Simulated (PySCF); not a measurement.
```json
{"atom": "C", "x (Å)": "-3.2438", "y (Å)": "1.3851", "z (Å)": "0.1824"}
{"atom": "S", "x (Å)": "-2.2582", "y (Å)": "0.1155", "z (Å)": "-0.6664"}
{"atom": "Si", "x (Å)": "-0.7108", "y (Å)": "-0.0242", "z (Å)": "0.7744"}
{"atom": "O", "x (Å)": "0.2007", "y (Å)": "-1.1936", "z (Å)": "0.1262"}
{"atom": "C", "x (Å)": "1.3826", "y (Å)": "-1.6475", "z (Å)": "0.6489"}
{"atom": "S", "x (Å)": "2.6901", "y (Å)": "-0.3880", "z (Å)": "0.6110"}
{"atom": "Si", "x (Å)": "2.6246", "y (Å)": "0.0603", "z (Å)": "-1.4963"}
{"atom": "H", "x (Å)": "-4.0996", "y (Å)": "1.5994", "z (Å)": "-0.4476"}
{"atom": "H", "x (Å)": "-3.5755", "y (Å)": "1.0045", "z (Å)": "1.1423"}
{"atom": "H", "x (Å)": "-2.6478", "y (Å)": "2.2811", "z (Å)": "0.3175"}
{"atom": "H", "x (Å)": "-1.2309", "y (Å)": "-0.4346", "z (Å)": "2.0781"}
{"atom": "H", "x (Å)": "-0.0255", "y (Å)": "1.2595", "z (Å)": "0.8974"}
{"atom": "H", "x (Å)": "1.7163", "y (Å)": "-2.5071", "z (Å)": "0.0633"}
{"atom": "H", "x (Å)": "1.2765", "y (Å)": "-1.9322", "z (Å)": "1.6986"}
{"atom": "H", "x (Å)": "2.7127", "y (Å)": "-1.2217", "z (Å)": "-2.1850"}
{"atom": "H", "x (Å)": "3.7998", "y (Å)": "0.8962", "z (Å)": "-1.6646"}
{"atom": "H", "x (Å)": "1.3818", "y (Å)": "0.7592", "z (Å)": "-1.7914"}
```

Geometry: GFN2-xTB.

These are results of CAM-B3LYP/def2-SVPD, SCF density, gas phase (PySCF), not measurements.

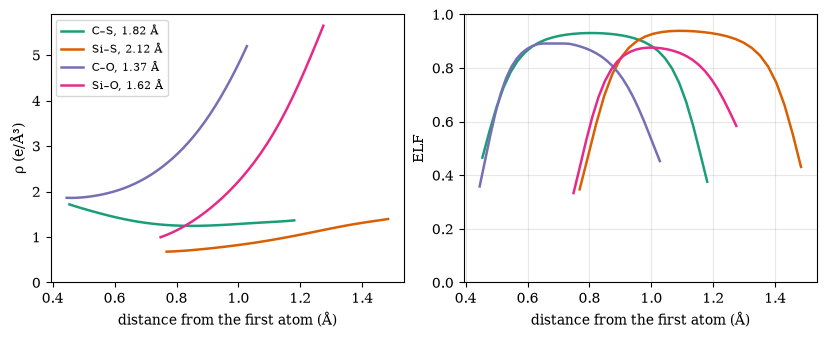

C$_{2}$H$_{10}$OS$_{2}$Si$_{2}$ (SMILES CS[SiH2]OCS[SiH3]). Electron density and electron localisation function along straight lines between neighbouring atoms. The curves leave out the atomic cores.

What can be read from the curves?

C–S (1.82 Å): ρ is about 1.3 e/Å³ halfway; the ELF peaks at about 0.95 between the atoms: localised, covalent bonding.
Si–S (2.12 Å): ρ is about 0.88 e/Å³ halfway; the ELF peaks at about 0.95 between the atoms; localised, covalent bonding.
C–O (1.37 Å): ρ at the midpoint is about 2.2 e/Å³, with its minimum of 1.9 e/Å³ about 0.5 Å from C; the ELF peaks at about 0.90 between the atoms, as expected for a polar covalent bond.
Si–O (1.62 Å): the density is about 1.2 e/Å³ at the midpoint; the ELF peaks at about 0.90 between the atoms (a polar covalent bond).
